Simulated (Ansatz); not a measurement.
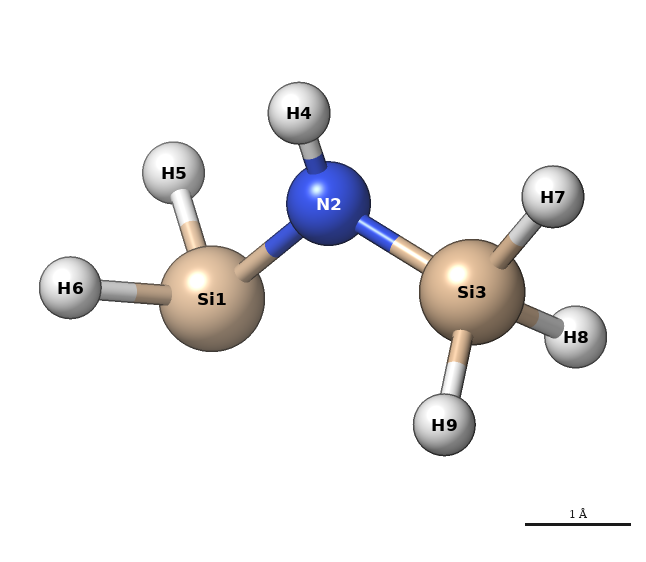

The species has charge −1 and is a spin singlet. The geometry was computed by an optimisation with PBE-D4/def2-SVPD. No frequency run is at hand to confirm it as a minimum.

What are the angles N2–Si1–H5, N2–Si1–H6, Si1–N2–Si3, Si1–N2–H4, Si3–N2–H4, N2–Si3–H7, N2–Si3–H8, N2–Si3–H9?

| angle | degrees |
| --- | --- |
| N2–Si1–H5 | 98.6 |
| N2–Si1–H6 | 99.1 |
| Si1–N2–Si3 | 117.6 |
| Si1–N2–H4 | 122.9 |
| Si3–N2–H4 | 117.8 |
| N2–Si3–H7 | 109.3 |
| N2–Si3–H8 | 114.1 |
| N2–Si3–H9 | 117.1 |
